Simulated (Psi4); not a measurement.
BH₃Cl (charge −1): excited-state calculation

BH₃Cl, charge −1, set up with TDA (SOGGA11)/aug-cc-pVDZ, RKS (Psi4 1.11).

The geometry comes from this level: GFN2-xTB.

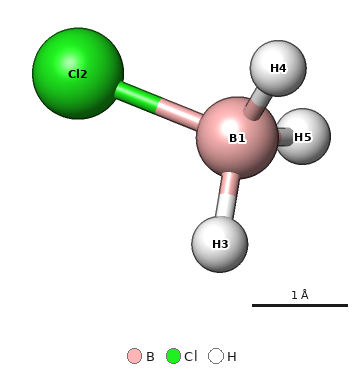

Figure 1. The input geometry (ball-and-stick view, seen at a tilt; atoms are numbered from 1 in the order of the input).

The input (job.in):
```
memory 1600 mb

molecule molecule1 {
  -1 1
  B
  Cl 1 r2
  H 1 r3 2 a3
  H 1 r4 3 a4 2 d4
  H 1 r5 3 a5 4 d5

  r2 = 1.874537
  r3 = 1.207075
  a3 = 106.66473
  r4 = 1.208179
  a4 = 112.08203
  d4 = 116.40969
  r5 = 1.206801
  a5 = 112.15052
  d5 = 127.13969
  symmetry c2v
}

set basis aug-cc-pVDZ
set scf_type df
set tdscf_states 8
set tdscf_tda true
set tdscf_triplets only

E = energy("td-sogga11")
```

Hardware: 1 thread of Intel Xeon @ 2.50GHz (Skylake/Cascade Lake), 192 GiB of memory available, shared host.

Command:
```bash
psi4 -n 1 job.in job.out
```

What the program printed:
```
Psi4 1.11 release

Molecule: geometry: Molecule is not complete, please use 'update_geometry'
                    once all variables are set.

RuntimeError:
Fatal Error: User specified point group (C2v(Z)) is not a subgroup of the highest detected point group (C1). If this is because the symmetry increased, try to start the calculation again from the last geometry, after checking any symmetry-dependent input, such as DOCC.

Printing out the relevant lines from the Psithon --> Python processed input file:
    core.set_global_option("BASIS", "aug-cc-pVDZ")
    core.set_global_option("SCF_TYPE", "df")
    core.set_global_option("TDSCF_STATES", 8)
    core.set_global_option("TDSCF_TDA", "true")
    core.set_global_option("TDSCF_TRIPLETS", "only")
--> E = energy("td-sogga11")

!----------------------------------------------------------------------------------!
!                                                                                  !
! Fatal Error: User specified point group (C2v(Z)) is not a subgroup of the        !
!     highest detected point group (C1). If this is because the symmetry           !
!     increased, try to start the calculation again from the last geometry, after  !
!     checking any symmetry-dependent input, such as DOCC.                         !
!                                                                                  !
!----------------------------------------------------------------------------------!

    Psi4 run time: 0:00:00.02
```

Outcome:

- outcome: refused by the program

Diagnosis:

Some settings of this run were drawn to be unusual or wrong (symmetry set to c2v (from c1)). The program refused the input: “Fatal Error: User specified point group (C2v(Z)) is not a subgroup of the highest detected point group (C1). If this is because the symmetry increased, try to start the calculation again from the last geometry, after”
